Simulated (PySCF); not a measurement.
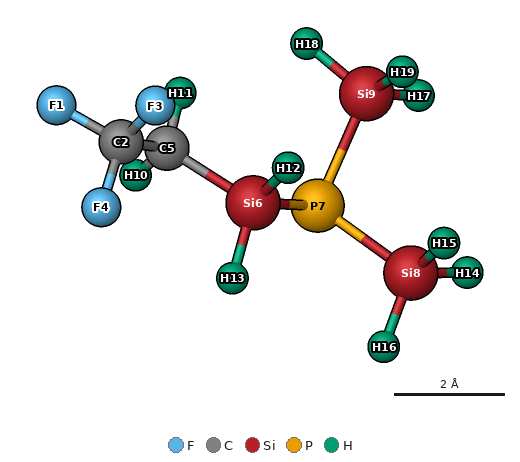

**Figure 1.** The starting structure (ball-and-stick view, seen at a tilt; atoms are numbered from 1 in the order of the input). Bond lengths as drawn: C–C 1.49 Å, C–F 1.34 to 1.37 Å, C–H 1.07 to 1.09 Å, C–Si 1.92 Å, H–Si 1.45 to 1.49 Å and P–Si 2.21 to 2.24 Å.

# Run report: C$_{2}$H$_{10}$F$_{3}$PSi$_{3}$, geometry relaxation (part 1 of 2)

- system: C$_{2}$H$_{10}$F$_{3}$PSi$_{3}$, SMILES FC(F)(F)C[SiH2]P([SiH3])[SiH3]
- method: PBE0-D3(BJ)/def2-SVP geometry optimisation, gas phase (PySCF 2.14.0)

It belongs to a series of runs on one base structure; here: H on Si replaced by CH2CF3.

**The program's output**
```
step   0  E = -1590.10015835  max force = 0.042072
step   1  E = -1590.10765372  max force = 0.006373
step   2  E = -1590.10847309  max force = 0.003838
step   3  E = -1590.10884165  max force = 0.001361
step   4  E = -1590.10894580  max force = 0.001222
step   5  E = -1590.10898814  max force = 0.001034
step   6  E = -1590.10900883  max force = 0.000812
step   7  E = -1590.10904579  max force = 0.001101
step   8  E = -1590.10909398  max force = 0.001346
step   9  E = -1590.10911740  max force = 0.001080
step  10  E = -1590.10911460  max force = 0.000489
step  11  E = -1590.10912265  max force = 0.000451
step  12  E = -1590.10913505  max force = 0.000612
step  13  E = -1590.10913522  max force = 0.000495
step  14  E = -1590.10913408  max force = 0.000298
optimisation converged
```

**Trajectory as extended XYZ (Å, eV, eV/Å), 15 frames, from step=0 to step=14**
```
19
Properties=species:S:1:pos:R:3:forces:R:3 step=0 energy=-43268.82922
F     4.1814   -0.8094   -0.7179   -1.1051   0.4820   0.2372
C     3.1475   -0.0857   -0.1722    2.1634  -0.0636  -0.0610
F     3.1968   -0.3322    1.1419   -0.1833  -0.0591  -0.0289
F     3.5170    1.2155   -0.3220   -0.5976  -0.6992  -0.1063
C     1.8147   -0.4108   -0.7581    0.2010   0.7261   1.2956
Si    0.5005    0.7168    0.0670    0.3096  -0.6430  -0.2463
P    -1.4237    0.1082   -0.8241   -0.2308  -0.0730  -0.6672
Si   -2.7532    1.5572    0.2151   -0.3743  -0.5349  -0.0226
Si   -1.8921   -1.8117    0.2279    0.1075   0.5067  -0.4851
H     1.8595   -0.2385   -1.8121   -0.0799   0.1474  -1.1182
H     1.6160   -1.4647   -0.5689   -0.1281  -0.3320   0.0385
H     0.6209    0.5595    1.5302   -0.0568  -0.0025   0.3044
H     0.7480    2.1086   -0.3184    0.0607   0.4788  -0.1047
H    -4.1562    1.1788   -0.1095   -0.1017   0.0571  -0.0442
H    -2.5897    1.5091    1.6728    0.0486   0.0660   0.5601
H    -2.4348    2.8917   -0.2822    0.1076   0.5900  -0.2150
H    -3.2510   -2.1650   -0.1787   -0.5535  -0.2127  -0.1092
H    -0.9391   -2.8008   -0.2744    0.3769  -0.4508  -0.1722
H    -1.7931   -1.7196    1.6692    0.0359   0.0169   0.9450
19
Properties=species:S:1:pos:R:3:forces:R:3 step=1 energy=-43269.03318
F     4.1056   -0.9357   -0.8418    0.0516   0.1219   0.1314
C     3.2386   -0.1452   -0.1914   -0.0863  -0.1093  -0.2439
F     3.3374   -0.4318    1.1111    0.0350   0.0301  -0.0171
F     3.6508    1.1208   -0.3570   -0.0378  -0.1364   0.0468
C     1.8399   -0.3586   -0.7122    0.1369   0.3277   0.3108
Si    0.5070    0.7494    0.0893    0.3109  -0.2430  -0.0814
P    -1.4318    0.1387   -0.8455   -0.0802  -0.0079  -0.3261
Si   -2.8263    1.5512    0.2025   -0.0812  -0.1220   0.0956
Si   -1.8761   -1.7825    0.2320    0.0436   0.1195  -0.0499
H     1.8659   -0.1651   -1.7942   -0.1058  -0.1127  -0.0344
H     1.5965   -1.4162   -0.5352   -0.0759  -0.0336  -0.1266
H     0.5836    0.5816    1.5663   -0.0758   0.0233   0.1091
H     0.7504    2.1672   -0.2788   -0.0064   0.1348   0.0017
H    -4.2228    1.1611   -0.1492   -0.0164   0.0130  -0.0392
H    -2.6897    1.5162    1.6857    0.0196   0.0281   0.1225
H    -2.5305    2.9208   -0.2901    0.0106   0.1253  -0.0435
H    -3.2472   -2.1894   -0.1678   -0.1310  -0.0658  -0.0081
H    -0.8958   -2.7905   -0.2509    0.0876  -0.1071  -0.0233
H    -1.7882   -1.6850    1.7121    0.0010   0.0141   0.1755
19
Properties=species:S:1:pos:R:3:forces:R:3 step=2 energy=-43269.05548
F     4.1277   -0.9240   -0.8240   -0.0569   0.0073   0.0012
C     3.2356   -0.1530   -0.1886    0.0773  -0.0255  -0.0730
F     3.3228   -0.4461    1.1128   -0.0502  -0.0547   0.0707
F     3.6426    1.1144   -0.3309   -0.0270   0.0628  -0.0350
C     1.8420   -0.3566   -0.7201    0.1092   0.0937   0.1433
Si    0.5077    0.7423    0.0739    0.1345  -0.0376   0.0330
P    -1.4356    0.1403   -0.8789   -0.0620   0.0007  -0.1974
Si   -2.8245    1.5445    0.2037   -0.0177  -0.0172   0.0908
Si   -1.8655   -1.7719    0.2299    0.0092   0.0174   0.0209
H     1.8615   -0.1614   -1.8024   -0.0382  -0.0504  -0.0251
H     1.5831   -1.4149   -0.5664   -0.0310  -0.0152  -0.0586
H     0.5481    0.5710    1.5578   -0.0458   0.0143  -0.0035
H     0.7477    2.1726   -0.2764   -0.0090   0.0028   0.0178
H    -4.2244    1.1585   -0.1439    0.0061   0.0080  -0.0157
H    -2.6721    1.5056    1.6922    0.0107   0.0076  -0.0072
H    -2.5376    2.9253   -0.2849   -0.0085   0.0047   0.0012
H    -3.2452   -2.2009   -0.1453    0.0030  -0.0174   0.0156
H    -0.8802   -2.7921   -0.2402   -0.0011  -0.0084   0.0126
H    -1.7661   -1.6467    1.7166   -0.0030   0.0071   0.0083
19
Properties=species:S:1:pos:R:3:forces:R:3 step=3 energy=-43269.06550
F     4.1254   -0.9284   -0.8083   -0.0079   0.0127  -0.0008
C     3.2269   -0.1665   -0.1753   -0.0125  -0.0183  -0.0107
F     3.2831   -0.4872    1.1233    0.0246   0.0041   0.0046
F     3.6330    1.1045   -0.2905    0.0406   0.0036   0.0291
C     1.8428   -0.3515   -0.7270   -0.0501  -0.0528  -0.0378
Si    0.5016    0.7394    0.0536   -0.0307   0.0700   0.0575
P    -1.4399    0.1464   -0.9317   -0.0235   0.0092  -0.0529
Si   -2.8171    1.5326    0.2012    0.0217   0.0371   0.0308
Si   -1.8431   -1.7477    0.2257   -0.0076  -0.0340   0.0512
H     1.8659   -0.1500   -1.8087    0.0199   0.0142  -0.0026
H     1.5651   -1.4102   -0.6045    0.0145   0.0060   0.0165
H     0.4899    0.5598    1.5387   -0.0056  -0.0027  -0.0353
H     0.7415    2.1784   -0.2705    0.0049  -0.0441   0.0098
H    -4.2208    1.1477   -0.1325    0.0056   0.0016   0.0060
H    -2.6343    1.4791    1.6880    0.0045  -0.0105  -0.0476
H    -2.5487    2.9245   -0.2748   -0.0118  -0.0389   0.0177
H    -3.2244   -2.2106   -0.1126    0.0478   0.0083   0.0096
H    -0.8510   -2.7764   -0.2202   -0.0308   0.0308   0.0163
H    -1.7284   -1.5769    1.7110   -0.0035   0.0037  -0.0614
19
Properties=species:S:1:pos:R:3:forces:R:3 step=4 energy=-43269.06834
F     4.1158   -0.9435   -0.7999   -0.0007  -0.0283  -0.0454
C     3.2172   -0.1868   -0.1632    0.0244   0.0114   0.0566
F     3.2578   -0.5342    1.1296   -0.0175  -0.0089  -0.0066
F     3.6410    1.0811   -0.2453   -0.0090   0.0097   0.0064
C     1.8369   -0.3480   -0.7329   -0.0402  -0.0513  -0.0629
Si    0.4910    0.7433    0.0395   -0.0529   0.0509   0.0234
P    -1.4454    0.1558   -0.9687    0.0078   0.0101   0.0115
Si   -2.8125    1.5275    0.1966    0.0145   0.0307  -0.0135
Si   -1.8265   -1.7242    0.2228   -0.0082  -0.0292   0.0311
H     1.8726   -0.1348   -1.8124    0.0353   0.0281   0.0103
H     1.5474   -1.4058   -0.6311    0.0171   0.0075   0.0349
H     0.4489    0.5531    1.5214    0.0130  -0.0086  -0.0113
H     0.7394    2.1833   -0.2666    0.0138  -0.0216  -0.0033
H    -4.2192    1.1394   -0.1192   -0.0005   0.0001   0.0117
H    -2.6021    1.4591    1.6773    0.0036  -0.0116  -0.0162
H    -2.5612    2.9250   -0.2685   -0.0050  -0.0157   0.0092
H    -3.2031   -2.2121   -0.0917    0.0198   0.0060  -0.0049
H    -0.8278   -2.7527   -0.2041   -0.0128   0.0159   0.0025
H    -1.7030   -1.5185    1.7014   -0.0025   0.0047  -0.0333
19
Properties=species:S:1:pos:R:3:forces:R:3 step=5 energy=-43269.06949
F     4.0982   -0.9697   -0.8017    0.0076  -0.0085  -0.0140
C     3.2052   -0.2159   -0.1530   -0.0136   0.0169   0.0531
F     3.2274   -0.5946    1.1315    0.0044  -0.0132  -0.0260
F     3.6459    1.0481   -0.1998   -0.0038  -0.0091  -0.0003
C     1.8287   -0.3475   -0.7394   -0.0198  -0.0282  -0.0517
Si    0.4857    0.7504    0.0311   -0.0256   0.0051  -0.0072
P    -1.4474    0.1697   -0.9903    0.0188   0.0091   0.0357
Si   -2.8077    1.5335    0.1921    0.0000   0.0079  -0.0247
Si   -1.8144   -1.7025    0.2214   -0.0053  -0.0093   0.0013
H     1.8824   -0.1186   -1.8151    0.0213   0.0155   0.0111
H     1.5285   -1.4034   -0.6535   -0.0056   0.0043   0.0168
H     0.4299    0.5484    1.5100    0.0166  -0.0025   0.0080
H     0.7505    2.1886   -0.2635    0.0079   0.0012  -0.0087
H    -4.2169    1.1402   -0.1058   -0.0014   0.0020   0.0102
H    -2.5756    1.4544    1.6676    0.0028  -0.0031   0.0112
H    -2.5705    2.9339   -0.2669    0.0014   0.0067   0.0005
H    -3.1851   -2.2084   -0.0829   -0.0056   0.0013  -0.0118
H    -0.8078   -2.7272   -0.1911    0.0033   0.0006  -0.0064
H    -1.6895   -1.4725    1.6943   -0.0033   0.0034   0.0027
19
Properties=species:S:1:pos:R:3:forces:R:3 step=6 energy=-43269.07005
F     4.0777   -1.0038   -0.8155    0.0155   0.0005   0.0000
C     3.1934   -0.2540   -0.1494   -0.0185  -0.0071   0.0156
F     3.2034   -0.6687    1.1235    0.0036   0.0022  -0.0219
F     3.6539    1.0036   -0.1599   -0.0168  -0.0115  -0.0020
C     1.8191   -0.3522   -0.7488    0.0184   0.0139   0.0039
Si    0.4879    0.7577    0.0281    0.0149  -0.0418  -0.0267
P    -1.4471    0.1886   -0.9944    0.0120   0.0045   0.0301
Si   -2.8020    1.5526    0.1928   -0.0082  -0.0187  -0.0111
Si   -1.8115   -1.6820    0.2232   -0.0004   0.0181  -0.0249
H     1.8901   -0.1058   -1.8193   -0.0008  -0.0057   0.0034
H     1.5045   -1.4046   -0.6765   -0.0233   0.0011  -0.0136
H     0.4342    0.5459    1.5052    0.0117   0.0060   0.0207
H     0.7732    2.1920   -0.2613   -0.0037   0.0199  -0.0087
H    -4.2134    1.1552   -0.0889   -0.0006   0.0031   0.0037
H    -2.5551    1.4699    1.6651    0.0028   0.0078   0.0280
H    -2.5736    2.9531   -0.2667    0.0066   0.0225  -0.0061
H    -3.1764   -2.1975   -0.0857   -0.0236  -0.0036  -0.0120
H    -0.7976   -2.7018   -0.1799    0.0152  -0.0118  -0.0094
H    -1.6934   -1.4412    1.6934   -0.0048   0.0004   0.0311
19
Properties=species:S:1:pos:R:3:forces:R:3 step=7 energy=-43269.07106
F     4.0666   -1.0289   -0.8370    0.0032   0.0168   0.0251
C     3.1873   -0.2836   -0.1574   -0.0215  -0.0203  -0.0254
F     3.1953   -0.7180    1.1082    0.0079  -0.0033  -0.0084
F     3.6553    0.9711   -0.1486   -0.0016  -0.0008  -0.0066
C     1.8128   -0.3628   -0.7592    0.0386   0.0302   0.0462
Si    0.4970    0.7583    0.0295    0.0406  -0.0566  -0.0266
P    -1.4464    0.2039   -0.9806   -0.0043  -0.0006   0.0063
Si   -2.7933    1.5766    0.2042   -0.0061  -0.0280   0.0121
Si   -1.8223   -1.6709    0.2274    0.0037   0.0323  -0.0330
H     1.8911   -0.1062   -1.8265   -0.0204  -0.0191  -0.0081
H     1.4867   -1.4118   -0.6924   -0.0263  -0.0023  -0.0346
H     0.4593    0.5443    1.5071    0.0022   0.0100   0.0176
H     0.7957    2.1890   -0.2632   -0.0126   0.0234  -0.0039
H    -4.2072    1.1815   -0.0678    0.0004   0.0031  -0.0024
H    -2.5408    1.4977    1.6760    0.0028   0.0133   0.0249
H    -2.5629    2.9745   -0.2619    0.0072   0.0225  -0.0063
H    -3.1851   -2.1818   -0.0977   -0.0237  -0.0048  -0.0059
H    -0.8064   -2.6890   -0.1745    0.0154  -0.0136  -0.0053
H    -1.7154   -1.4369    1.6993   -0.0054  -0.0022   0.0345
19
Properties=species:S:1:pos:R:3:forces:R:3 step=8 energy=-43269.07237
F     4.0538   -1.0655   -0.8743   -0.0094   0.0173   0.0248
C     3.1796   -0.3281   -0.1792   -0.0012  -0.0358  -0.0645
F     3.1879   -0.7862    1.0770    0.0017   0.0028   0.0174
F     3.6551    0.9236   -0.1488    0.0072   0.0084  -0.0019
C     1.8037   -0.3843   -0.7801    0.0361   0.0342   0.0692
Si    0.5138    0.7522    0.0288    0.0440  -0.0354  -0.0113
P    -1.4482    0.2270   -0.9552   -0.0238  -0.0043  -0.0145
Si   -2.7715    1.6168    0.2353    0.0030  -0.0154   0.0332
Si   -1.8474   -1.6529    0.2355    0.0039   0.0250  -0.0240
H     1.8847   -0.1168   -1.8442   -0.0284  -0.0200  -0.0167
H     1.4587   -1.4278   -0.7221   -0.0103  -0.0044  -0.0375
H     0.5026    0.5395    1.5080   -0.0071   0.0090   0.0008
H     0.8256    2.1795   -0.2709   -0.0160   0.0098   0.0040
H    -4.1915    1.2321   -0.0202    0.0023   0.0020  -0.0053
H    -2.5070    1.5461    1.7065    0.0027   0.0120   0.0034
H    -2.5330    3.0103   -0.2429    0.0036   0.0064   0.0006
H    -3.2100   -2.1509   -0.1136   -0.0067  -0.0017   0.0058
H    -0.8324   -2.6733   -0.1667    0.0034  -0.0046   0.0044
H    -1.7571   -1.4344    1.7121   -0.0050  -0.0054   0.0121
```
